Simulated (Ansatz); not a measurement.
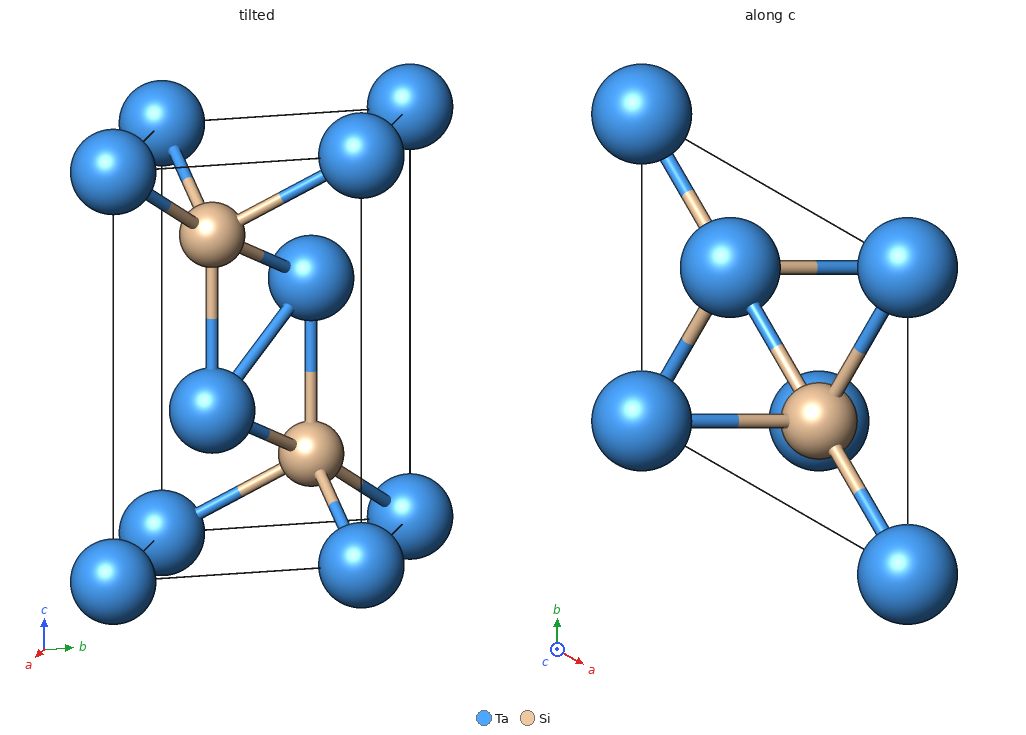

The figure gives a ball-and-stick picture of the atoms, viewed slightly off an axis and along the c axis. The parallelepiped is the conventional unit cell. Cell: a = 4.020 Å, b = 4.020 Å, c = 6.378 Å, α = 90.00°, β = 90.00°, γ = 120.00°.

What structure is drawn here?

- The formula is Ta$_{3}$Si$_{2}$.
- It belongs to space group P-3m1 (No. 164) and has a primitive hexagonal lattice.
- Content of the cell: 3 Ta, 2 Si (Z = 1).
- Si is coordinated by seven Ta at about 2.5 to 2.7 Å. Ta takes two kinds of site: 1a with six Si in a distorted octahedral arrangement at about 2.7 Å; 2d with four Si and three Ta (about 2.5 to 2.7 Å to Si, 2.9 Å to Ta). Not all metal-metal contacts are counted.
- The bonds build a three-dimensional framework.

The model was built from a textbook structure type filled with these elements (whether it is the usual form wasn't checked). The structure drawn was relaxed with DFT PBE, scalar-relativistic, plane waves, PAW in Ansatz.
